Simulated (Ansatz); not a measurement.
**Geometry relaxation of CSO (part 2 of 2)**

The same run, continued: CSO (disordered cell, 18 atoms in the cell); DFT r2SCAN-D3(BJ), scalar-relativistic, plane waves, PAW (Ansatz 0.2.0); cutoff 500 eV, 1×1×1 k-mesh, Fermi–Dirac smearing of 0.05 eV. The run did not end well. It belongs to a series of runs on one base structure; here: start relaxed.

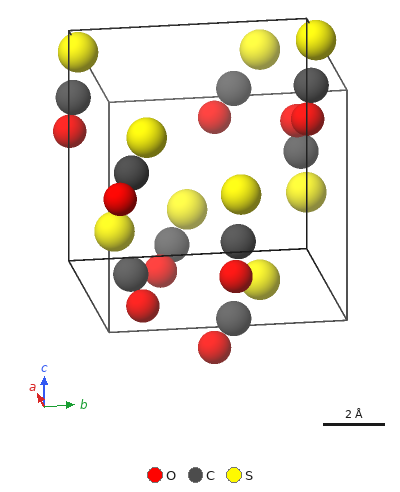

**Figure 1.** The geometry at step 7 of the log (spheres-only view of the cell of the calculation, seen at an oblique angle).

Trajectory as extended XYZ (Å, eV, eV/Å), 12 frames, from step=1 to step=12:
```
18
Lattice="7.9264 0.0000 0.0000 0.0000 7.9264 0.0000 0.0000 0.0000 7.9264" Properties=species:S:1:pos:R:3:forces:R:3 step=1 energy=-10349.82750
O     4.0895    1.8178   -0.4301   -0.0951  -0.6822   1.7764
C     4.0437    1.3683    0.6586   -0.0663   0.5107  -1.3222
S     3.9830    0.7713    2.1043    0.0495   0.2053  -0.4944
O     3.0214    6.5832    5.7954   -1.7798   0.1005  -0.8483
C     1.9683    6.6483    5.2698    1.3295   0.0198   0.3406
S     0.5698    6.7347    4.5720    1.0876  -0.2752  -0.1979
O     5.3812    7.7600    4.8064    0.9144  -0.2212   1.7681
C     6.0189    7.8017    5.7969   -1.0333  -0.1330  -0.4700
S     6.8656    7.8572    7.1122   -0.6051   0.1427  -0.3713
O     8.4118    1.6044    2.0136   -1.0186   0.2847   1.2832
C     7.7349    1.8321    2.9514    0.6305  -0.0624  -0.6918
S     6.8359    2.1344    4.1966    0.8882   0.2973  -0.8468
O     1.6556    3.8041    6.7342   -0.1045   1.5113   1.3013
C     1.6008    4.6830    7.5178    0.0271  -1.2367  -0.8310
S     1.5280    5.8502    8.5583    0.0223  -0.4653  -0.1222
O     5.2076    5.4450    0.6758    0.4026  -0.3077   1.7860
C     5.4715    5.3017    1.8157   -0.3475   0.2074  -1.2324
S     5.8220    5.1113    3.3293   -0.3015   0.1037  -0.8276
18
Lattice="7.9264 0.0000 0.0000 0.0000 7.9264 0.0000 0.0000 0.0000 7.9264" Properties=species:S:1:pos:R:3:forces:R:3 step=2 energy=-10350.26206
O     4.0693    1.8220   -0.4199   -0.0734  -0.0694   0.3245
C     4.0306    1.3733    0.6510   -0.1086   0.0571  -0.1604
S     3.9821    0.7722    2.0901    0.0419   0.0747  -0.1563
O     3.0277    6.5974    5.8045   -0.6478  -0.0214  -0.2633
C     2.0268    6.6379    5.2122    0.3820   0.0805   0.0297
S     0.6820    6.6871    4.4197    0.4495  -0.0901  -0.0433
O     5.3460    7.6999    4.8926    0.2743   0.0109   0.4931
C     5.9554    7.7858    5.8799   -0.2294  -0.0660   0.0594
S     6.7812    7.9013    7.1972   -0.1013   0.0325  -0.1951
O     8.4107    1.5889    1.9907   -0.2723   0.0924   0.2828
C     7.7769    1.8663    2.9278    0.1311   0.0099  -0.0571
S     6.9271    2.2375    4.1799    0.4624  -0.0180  -0.2918
O     1.6472    3.8176    6.7522   -0.0276   0.3011   0.2451
C     1.5950    4.6622    7.5482   -0.0238  -0.2123  -0.0035
S     1.5259    5.8002    8.6151    0.0107  -0.2274   0.0110
O     5.1983    5.4333    0.6572    0.0270  -0.1247   0.2317
C     5.4468    5.3024    1.7842   -0.0956   0.0520  -0.1308
S     5.7804    5.1237    3.2954   -0.1975   0.1187  -0.3757
18
Lattice="7.9264 0.0000 0.0000 0.0000 7.9264 0.0000 0.0000 0.0000 7.9264" Properties=species:S:1:pos:R:3:forces:R:3 step=3 energy=-10350.48117
O     3.9729    1.8592   -0.3940   -0.0162   0.2716  -0.5833
C     3.9639    1.4035    0.6643   -0.0710  -0.2575   0.5680
S     3.9580    0.7905    2.0964    0.0457  -0.0068   0.0368
O     3.0097    6.6175    5.8317   -0.3127  -0.0376  -0.0534
C     2.0611    6.6488    5.1663   -0.1185   0.0456  -0.1874
S     0.7758    6.6813    4.2723    0.4373  -0.0689   0.1634
O     5.3682    7.6810    4.9895   -0.1301  -0.0007  -0.2596
C     5.9929    7.7809    5.9556    0.1669   0.0033   0.4341
S     6.8507    7.9169    7.2470    0.0222   0.0583   0.0130
O     8.4430    1.5717    1.9432   -0.0155  -0.0072  -0.0764
C     7.8745    1.8832    2.9049   -0.1054   0.1134   0.2298
S     7.1073    2.3025    4.1944    0.3016  -0.0420  -0.1944
O     1.6264    3.8097    6.8127   -0.0025  -0.3219  -0.3662
C     1.5803    4.6133    7.6383   -0.0346   0.3647   0.4508
S     1.5197    5.7064    8.7502    0.0168  -0.1241   0.0366
O     5.1110    5.3919    0.5466   -0.1596  -0.0103  -0.6719
C     5.3413    5.2941    1.6712    0.0502  -0.0438   0.4725
S     5.6528    5.1565    3.1871   -0.0748   0.0640  -0.0126
18
Lattice="7.9264 0.0000 0.0000 0.0000 7.9264 0.0000 0.0000 0.0000 7.9264" Properties=species:S:1:pos:R:3:forces:R:3 step=4 energy=-10350.61289
O     3.9006    1.8488   -0.3862   -0.0227   0.1558  -0.3610
C     3.9342    1.4072    0.6802   -0.0458  -0.1730   0.4219
S     3.9869    0.8146    2.1212    0.0311   0.0160  -0.0369
O     2.9823    6.5814    5.8922   -0.2533  -0.0028  -0.0898
C     2.0583    6.6162    5.1937   -0.2004   0.0311  -0.2162
S     0.8014    6.6508    4.2569    0.4520  -0.0432   0.2543
O     5.4189    7.6794    5.0660   -0.0808  -0.0106  -0.1728
C     6.0407    7.8048    6.0325    0.1202  -0.0037   0.2822
S     6.8959    7.9757    7.3219    0.0246   0.0498   0.0127
O     8.4693    1.6407    1.9192   -0.0604   0.0310   0.0530
C     7.9562    1.9560    2.9116   -0.1207   0.1113   0.2098
S     7.2625    2.3803    4.2438    0.2727  -0.0532  -0.3011
O     1.6029    3.8043    6.7840   -0.0224  -0.1039  -0.1434
C     1.5607    4.5515    7.6647   -0.0157   0.2543   0.3532
S     1.5054    5.5696    8.8505    0.0146  -0.2293  -0.1263
O     5.0437    5.3199    0.3756   -0.0839  -0.0310  -0.3380
C     5.2528    5.2821    1.5108    0.0306  -0.0327   0.2385
S     5.5368    5.2254    3.0395   -0.0397   0.0339  -0.0398
18
Lattice="7.9264 0.0000 0.0000 0.0000 7.9264 0.0000 0.0000 0.0000 7.9264" Properties=species:S:1:pos:R:3:forces:R:3 step=5 energy=-10350.67842
O     3.8293    1.8016   -0.3703   -0.0243   0.0920  -0.2390
C     3.8966    1.3832    0.7052   -0.0327  -0.1351   0.3884
S     3.9954    0.8223    2.1580    0.0077   0.0479  -0.1222
O     2.9421    6.6172    5.9442   -0.2190   0.0178  -0.1106
C     2.0388    6.6471    5.2194   -0.2636   0.0136  -0.2316
S     0.8054    6.6728    4.2489    0.4720  -0.0263   0.3196
O     5.4633    7.6782    5.1799   -0.0256  -0.0236  -0.1011
C     6.0910    7.8455    6.1373    0.0851  -0.0272   0.1587
S     6.9561    8.0736    7.4127   -0.0131   0.0201  -0.0198
O     8.4605    1.6745    1.8829   -0.0481   0.0504   0.1029
C     7.9826    1.9995    2.8899   -0.1628   0.1355   0.2874
S     7.3349    2.4373    4.2435    0.2762  -0.0958  -0.4050
O     1.5918    3.8004    6.7609   -0.0315   0.0208   0.0131
C     1.5466    4.5036    7.6790   -0.0072   0.2455   0.3416
S     1.4875    5.4656    8.9158    0.0270  -0.3405  -0.3059
O     5.0438    5.1970    0.2178   -0.0330  -0.0219  -0.0840
C     5.2387    5.2275    1.3581    0.0441  -0.0069   0.1921
S     5.5052    5.2620    2.8948   -0.0514   0.0339  -0.1845
18
Lattice="7.9264 0.0000 0.0000 0.0000 7.9264 0.0000 0.0000 0.0000 7.9264" Properties=species:S:1:pos:R:3:forces:R:3 step=6 energy=-10350.74511
O     3.7390    1.7618   -0.3435   -0.0106   0.0032  -0.0065
C     3.8206    1.3726    0.7446   -0.0216  -0.0262   0.1077
S     3.9415    0.8509    2.2087    0.0065   0.0337  -0.0792
O     2.8767    6.7449    6.0421   -0.1391   0.0333  -0.0993
C     2.0272    6.7390    5.2545   -0.0931  -0.0081  -0.0566
S     0.8686    6.7172    4.2045    0.2257   0.0063   0.1780
O     5.5407    7.5560    5.2238    0.0455   0.0027   0.0370
C     6.1459    7.7763    6.1871    0.0236  -0.0336   0.0261
S     6.9797    8.0777    7.4696   -0.0433  -0.0062  -0.0591
O     8.4447    1.8046    1.8582    0.0019   0.0014  -0.0178
C     8.0033    2.1064    2.8878   -0.0880   0.0650   0.1317
S     7.4097    2.5117    4.2685    0.0944  -0.0208  -0.1221
O     1.5686    3.7815    6.7225   -0.0276   0.0661   0.0557
C     1.5454    4.4166    7.6906    0.0108   0.1007   0.1670
S     1.5154    5.2831    8.9926    0.0159  -0.2064  -0.2172
O     5.0403    5.0848    0.0872   -0.0106  -0.0020   0.0439
C     5.2368    5.1926    1.2241    0.0448  -0.0115   0.1017
S     5.5052    5.3310    2.7549   -0.0352   0.0026  -0.1910
18
Lattice="7.9264 0.0000 0.0000 0.0000 7.9264 0.0000 0.0000 0.0000 7.9264" Properties=species:S:1:pos:R:3:forces:R:3 step=7 energy=-10350.74512
O     3.7390    1.7618   -0.3435   -0.0107   0.0035  -0.0074
C     3.8206    1.3726    0.7446   -0.0215  -0.0260   0.1076
S     3.9415    0.8509    2.2087    0.0066   0.0334  -0.0785
O     2.8767    6.7449    6.0421   -0.1391   0.0335  -0.0991
C     2.0272    6.7390    5.2545   -0.0928  -0.0084  -0.0564
S     0.8686    6.7172    4.2045    0.2251   0.0063   0.1779
O     5.5407    7.5560    5.2238    0.0458   0.0029   0.0379
C     6.1459    7.7763    6.1871    0.0236  -0.0334   0.0258
S     6.9797    8.0777    7.4696   -0.0438  -0.0067  -0.0601
O     8.4447    1.8046    1.8582    0.0016   0.0017  -0.0174
C     8.0033    2.1064    2.8878   -0.0882   0.0651   0.1322
S     7.4097    2.5117    4.2685    0.0950  -0.0212  -0.1236
O     1.5686    3.7815    6.7225   -0.0276   0.0660   0.0559
C     1.5454    4.4166    7.6906    0.0111   0.1004   0.1665
S     1.5154    5.2831    8.9926    0.0158  -0.2059  -0.2166
O     5.0403    5.0848    0.0872   -0.0106  -0.0019   0.0440
C     5.2368    5.1926    1.2241    0.0448  -0.0115   0.1017
S     5.5052    5.3310    2.7549   -0.0351   0.0024  -0.1904
18
Lattice="7.9264 0.0000 0.0000 0.0000 7.9264 0.0000 0.0000 0.0000 7.9264" Properties=species:S:1:pos:R:3:forces:R:3 step=8 energy=-10350.77222
O     3.6622    1.7502   -0.3106   -0.0106  -0.0114   0.0841
C     3.7613    1.3831    0.7846   -0.0068   0.0213  -0.0448
S     3.9085    0.8905    2.2548    0.0054   0.0159  -0.0158
O     2.8255    6.8927    6.1591   -0.4533   0.0090  -0.4878
C     2.0268    6.8443    5.3144    0.1514  -0.0092   0.2247
S     0.9385    6.7668    4.1907    0.3142   0.0300   0.2889
O     5.6048    7.4231    5.2396    0.1203   0.0555   0.2218
C     6.1827    7.6876    6.2109   -0.0047  -0.0339  -0.0476
S     6.9800    8.0501    7.5046   -0.1189  -0.0509  -0.1870
O     8.3955    1.9062    1.8301   -0.0250  -0.0275   0.0169
C     7.9959    2.1934    2.8813   -0.0232  -0.0136  -0.0356
S     7.4629    2.5779    4.2887    0.0095   0.0067   0.0126
O     1.5413    3.7876    6.6635   -0.0139   0.3136   0.5015
C     1.5497    4.3462    7.6836    0.0217  -0.0540  -0.0895
S     1.5616    5.1068    9.0538    0.0174  -0.2375  -0.4155
O     5.0369    4.9826   -0.0168    0.0269   0.0350   0.2301
C     5.2458    5.1504    1.1127    0.0381  -0.0213   0.0124
S     5.5298    5.3693    2.6329   -0.0486  -0.0275  -0.2693
18
Lattice="7.9264 0.0000 0.0000 0.0000 7.9264 0.0000 0.0000 0.0000 7.9264" Properties=species:S:1:pos:R:3:forces:R:3 step=9 energy=-10350.79758
O     3.6013    1.8046   -0.2555   -0.0013  -0.0336   0.1636
C     3.7237    1.4348    0.8373   -0.0044   0.0456  -0.1396
S     3.9025    0.9390    2.3027    0.0066   0.0081   0.0019
O     2.8091    6.9902    6.2337   -0.4305  -0.0160  -0.5205
C     2.0510    6.9091    5.3540    0.2958   0.0168   0.4175
S     1.0223    6.7889    4.1860    0.1328   0.0263   0.1339
O     5.6028    7.3384    5.2311    0.1255   0.0643   0.2257
C     6.1767    7.6140    6.2021   -0.0655  -0.0664  -0.1680
S     6.9661    7.9914    7.4933   -0.0672  -0.0197  -0.0923
O     8.3011    1.8451    1.8136   -0.0465   0.0253   0.1281
C     7.9461    2.1578    2.8748    0.0126  -0.0390  -0.1311
S     7.4749    2.5757    4.2949    0.0123   0.0061   0.0047
O     1.5374    3.8622    6.6460    0.0092   0.3760   0.6676
C     1.5889    4.3730    7.6920    0.0030  -0.2170  -0.4055
S     1.6582    5.0652    9.0918   -0.0112  -0.1626  -0.2675
O     5.0350    4.9284   -0.0923    0.0386   0.0460   0.2678
C     5.2565    5.1199    1.0318    0.0128  -0.0479  -0.1594
S     5.5558    5.3712    2.5407   -0.0219  -0.0129  -0.1238
18
Lattice="7.9264 0.0000 0.0000 0.0000 7.9264 0.0000 0.0000 0.0000 7.9264" Properties=species:S:1:pos:R:3:forces:R:3 step=10 energy=-10350.81548
O     3.5357    1.9125   -0.1412    0.0254  -0.0982   0.3057
C     3.7063    1.5209    0.9390   -0.0097   0.0538  -0.1762
S     3.9494    0.9964    2.3874   -0.0168   0.0431  -0.1132
O     2.7939    7.1100    6.3315   -0.2424  -0.0156  -0.3075
C     2.0574    6.9993    5.4398    0.2715   0.0154   0.3782
S     1.0622    6.8409    4.2544    0.0052  -0.0090  -0.0944
O     5.5920    7.2390    5.1442    0.0405   0.0362   0.1054
C     6.1539    7.5300    6.1165   -0.0729  -0.0554  -0.1638
S     6.9242    7.9288    7.4082    0.0017   0.0352   0.0705
O     8.1796    1.7901    1.7917   -0.1503   0.1537   0.5447
C     7.8916    2.1421    2.8655    0.0405  -0.1029  -0.2803
S     7.5118    2.6123    4.3027    0.0833  -0.0855  -0.2634
O     1.5026    3.9645    6.6001    0.0807   0.5019   1.2621
C     1.5920    4.3613    7.6989   -0.0337  -0.3085  -0.7907
S     1.7111    4.8979    9.1651   -0.0267  -0.1610  -0.4597
O     5.0805    4.8533   -0.1847    0.0309   0.0443   0.2292
C     5.3214    5.0649    0.9316   -0.0208  -0.0639  -0.2749
S     5.6438    5.3445    2.4273   -0.0064   0.0163   0.0275
18
Lattice="7.9264 0.0000 0.0000 0.0000 7.9264 0.0000 0.0000 0.0000 7.9264" Properties=species:S:1:pos:R:3:forces:R:3 step=11 energy=-10350.82906
O     3.4976    1.9362   -0.0867    0.0091  -0.0735   0.1934
C     3.6997    1.5306    0.9817   -0.0025   0.0411  -0.1183
S     3.9842    0.9878    2.4149   -0.0161   0.0405  -0.0809
O     2.7887    7.1306    6.3401   -0.2453  -0.0367  -0.3533
C     2.1150    6.9874    5.4043    0.1232   0.0160   0.2698
S     1.2021    6.7862    4.1549    0.0792   0.0677   0.1356
O     5.5544    7.2420    5.1285    0.0190   0.0195   0.0381
C     6.0898    7.5447    6.1113   -0.0010  -0.0336  -0.0897
S     6.8245    7.9601    7.4196    0.0109   0.0078  -0.0033
O     8.1002    1.7126    1.8097   -0.0822   0.1309   0.3794
C     7.8455    2.0937    2.8799    0.0326  -0.0932  -0.2270
S     7.5110    2.6030    4.3126    0.0597  -0.0467  -0.1331
O     1.4829    4.1059    6.6041    0.1200   0.3277   1.1257
C     1.6207    4.4156    7.7237   -0.0546  -0.2061  -0.6458
S     1.8037    4.8383    9.2206   -0.0716  -0.1539  -0.4815
O     5.0892    4.8278   -0.2175   -0.0049   0.0147   0.0544
C     5.3357    5.0535    0.8930    0.0145  -0.0368  -0.1169
S     5.6647    5.3529    2.3830    0.0095   0.0143   0.0548
18
Lattice="7.9264 0.0000 0.0000 0.0000 7.9264 0.0000 0.0000 0.0000 7.9264" Properties=species:S:1:pos:R:3:forces:R:3 step=12 energy=-10350.85634
O     3.4233    1.9029   -0.1187   -0.0177  -0.0001  -0.0226
C     3.6827    1.5263    0.9456    0.0089   0.0004   0.0053
S     4.0368    1.0230    2.3759    0.0005   0.0028   0.0003
O     2.7775    7.1007    6.3998    0.0204  -0.0045   0.0441
C     2.1156    7.0052    5.4550   -0.0326   0.0139  -0.0371
S     1.2264    6.8776    4.1825    0.0130   0.0009   0.0071
O     5.5559    7.2759    5.0582    0.0019   0.0044  -0.0063
C     6.1020    7.5595    6.0404    0.0102   0.0011   0.0040
S     6.8425    7.9524    7.3528   -0.0102  -0.0059  -0.0138
O     8.0023    1.6497    1.8529    0.0026  -0.0156  -0.0234
C     7.8261    2.0804    2.9154   -0.0127   0.0188   0.0359
S     7.6046    2.6591    4.3411    0.0098  -0.0049  -0.0077
O     1.3950    4.1739    6.6584   -0.0110  -0.0064  -0.0518
C     1.5865    4.4074    7.7762    0.0126   0.0169   0.0995
S     1.8332    4.7352    9.2785   -0.0057  -0.0206  -0.0236
O     5.0958    4.7970   -0.2394   -0.0045  -0.0104  -0.0156
C     5.3716    5.0329    0.8613    0.0096   0.0096   0.0181
S     5.7318    5.3497    2.3419    0.0052   0.0000  -0.0128
```

This output came from the following input.

Input file:
```yaml
crystal:
  lattice:
    - [7.926408, 0.0, 0.0]
    - [0.0, 7.926408, 0.0]
    - [0.0, 0.0, 7.926408]
  atoms:
    - { symbol: O, position: [0.515934, 0.2293382, -0.0542655] }
    - { symbol: C, position: [0.5101604, 0.1726201, 0.0830842] }
    - { symbol: S, position: [0.5024935, 0.0973025, 0.2654749] }
    - { symbol: O, position: [0.3811767, 0.8305447, 0.731147] }
    - { symbol: C, position: [0.2483165, 0.8387554, 0.6648448] }
    - { symbol: S, position: [0.0718876, 0.8496587, 0.5768002] }
    - { symbol: O, position: [0.6789011, 0.9790055, 0.6063781] }
    - { symbol: C, position: [0.7593473, 0.9842723, 0.7313417] }
    - { symbol: S, position: [0.866174, 0.9912662, 0.8972845] }
    - { symbol: O, position: [1.0612385, 0.2024117, 0.2540404] }
    - { symbol: C, position: [0.9758343, 0.2311368, 0.372346] }
    - { symbol: S, position: [0.8624236, 0.2692818, 0.5294475] }
    - { symbol: O, position: [0.208871, 0.4799278, 0.8495926] }
    - { symbol: C, position: [0.2019557, 0.5908134, 0.9484449] }
    - { symbol: S, position: [0.1927726, 0.7380617, 1.0797137] }
    - { symbol: O, position: [0.6569976, 0.6869482, 0.0852595] }
    - { symbol: C, position: [0.6902911, 0.6688625, 0.2290638] }
    - { symbol: S, position: [0.7345026, 0.6448459, 0.4200257] }
basis:
  ecutwfc: 500.0
kpoints:
  mp_grid: { grid: [1, 1, 1] }
hamiltonian:
  xc: r2scan
  dispersion: d3bj
scf:
  occupations: { method: fermi_dirac, width: 0.05 }
  lower_state_search: "off"
relax:
  f_tol: 0.3
  max_steps: 15
  adjacent_minimum: "off"
```

Launch command:
```bash
ansatz run input.yaml --threads 1 --pin off --max-ram 3072MiB --backend cpu --events-out ev --progress --plain --runs-dir out
```

Outcome:

```csv
quantity,value
outcome,stopped at the time limit
hardware,"1 thread of Intel Xeon (Sapphire Rapids), 192 GiB of memory available, shared host"
wall time,6.8 min
peak memory,1.4 GiB
```

Diagnosis:

The run was cut off by its time limit, so the output is incomplete. Notes on the run: the dispersion correction has no parameters fitted for this combination and takes those fitted for r2SCAN with other terms.
